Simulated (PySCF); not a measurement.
System: C$_{4}$H$_{4}$O$_{2}$ (SMILES C/[C]=[C+]/C(=O)O) (charge +1, doublet).

The calculation's input:

```
{"job": {"kind": "sp", "xc": "PBE0", "basis": "ma-def2-TZVP", "d3": "d3bj", "grid": 2}, "charge": 1, "multiplicity": 2}
C     -2.167358    -0.124074     0.339240
C     -0.767106    -0.057605     0.108457
C      0.457811    -0.050989    -0.080061
C      1.826180     0.236950    -0.330184
O      1.942068     1.442381    -0.529432
O      2.732113    -0.669699    -0.330200
H     -2.409277    -1.091542     0.823776
H     -2.730427    -0.047097    -0.605261
H     -2.474077     0.675423     1.038610
H      3.623367    -0.315199    -0.519272
```

Run with:

```sh
OMP_NUM_THREADS=1 python redox_run.py task.json out
```

Geometry: PBE0-D3(BJ)/def2-SVP.

These are results of DFT single point, gas phase, functional PBE0 in PySCF, not measurements.

**What will maps of the electron density, electron localisation function and spin density show?**

C–O (1.23 Å): ρ is about 3.3 e/Å³ halfway; the ELF peaks at about 0.85 between the atoms; a multiple bond.
C–C (1.24 Å): ρ is about 2.7 e/Å³ halfway; the ELF peaks at about 0.90 between the atoms; a multiple bond.
O–H (0.98 Å): the density is about 3.8 e/Å³ at the midpoint; the ELF climbs to about 1 towards the hydrogen, as it does in any bond to H (a covalent bond by its length).
C–O (1.28 Å): the density is about 2.9 e/Å³ at the midpoint; the ELF peaks at about 0.90 between the atoms: a polar covalent bond.
The unpaired spin (1 electron) lies mostly on O5 (about 0.4), C2 (about 0.3) and C3 (about 0.2), in electrons by Hirshfeld's partition.

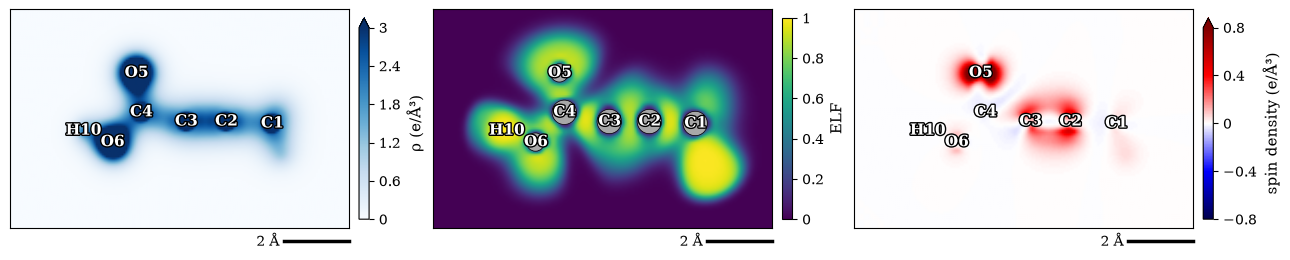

Computed electron density, electron localisation function and spin density on the plane of atoms C4, O6 and H10, in this order. Grey discs cover the atomic cores in the ELF map. 
